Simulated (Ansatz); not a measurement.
Cost and result by functional for the surface energy of the (221) surface of silicon in its 1x1 cell, relaxed from an ideal cut (the real face may reconstruct), outermost plane spacing 0.46 Å in the ideal cut, in Ansatz (plane waves, PAW). Single points on the PBE structure, on one kind of machine; costs are rough ratios of the slab run's core time (references not counted) to the cheapest single point. r2SCAN's cost holds its higher cutoff (500 against 420 eV). Differences are taken against r2SCAN for comparison alone: no measured value is at hand, so the table doesn't rank accuracy.

Set-up: 26 atoms, 11.4 Å thick at the start; mesh 7x3x1; 0.025 eV smearing; dipole correction on; all atoms relaxed; symmetry of the start imposed; no spin (no spin-polarised run to compare, though such a face may carry moments), no spin-orbit, no U. The slab shows no gap on its mesh. These notes are the PBE run's.

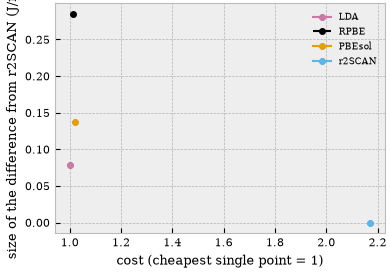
Figure. Difference from r2SCAN against cost

| functional | relative cost | surface energy (J/m²) | less r2SCAN (J/m²) |
|---|---|---|---|
| LDA | 1 | 1.67 | -0.08 |
| RPBE | 1 | 1.46 | -0.29 |
| PBEsol | 1 | 1.61 | -0.14 |
| r2SCAN | 2 | 1.75 | 0.00 |
| PBE (the relaxed run's value) | – | 1.54 | -0.21 |

The values span 0.29 J/m², while the single points' costs differ by a factor of roughly 2. Differences are of unrounded values.

Ansatz is a first-principles code.
